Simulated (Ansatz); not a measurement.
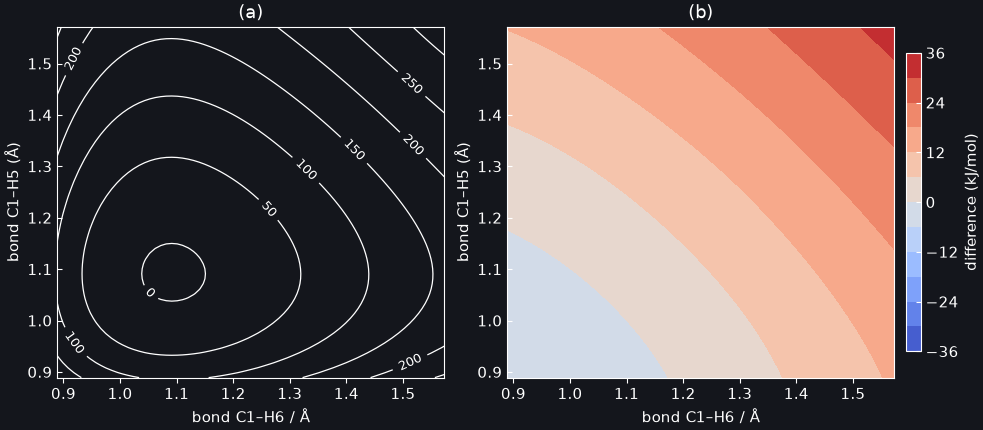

CH2FOSi, SMILES [CH2-][Si](=O)F, charge −1. Two internal coordinates are moved rigidly from the geometry relaxed at PBE0-D4/def2-TZVP, all others fixed. First axis: bond C1–H6. Second axis: bond C1–H5. Grid: 7 × 7 points. Energies: kJ/mol, counted from each map's own lowest point. The calculation used RKS PBE-D4/def2-TZVPPD (Ansatz).

Panel (a): RKS PBE-D4/def2-TZVPPD in Ansatz. Panel (b): the map at Ansatz 0.2.0, RKS PBE0-D4/def2-TZVPPD less the map of (a), each from its own lowest point.

How does the change of method alter the landscape?

The difference runs from −6 kJ/mol at bond C1–H6 = 0.889 Å, bond C1–H5 = 0.889 Å to 32 kJ/mol at bond C1–H6 = 1.573 Å, bond C1–H5 = 1.572 Å. The interpolated minimum moves from 1.0913 to 1.0840 Å in bond C1–H6 and 1.0905 to 1.0835 Å in bond C1–H5.
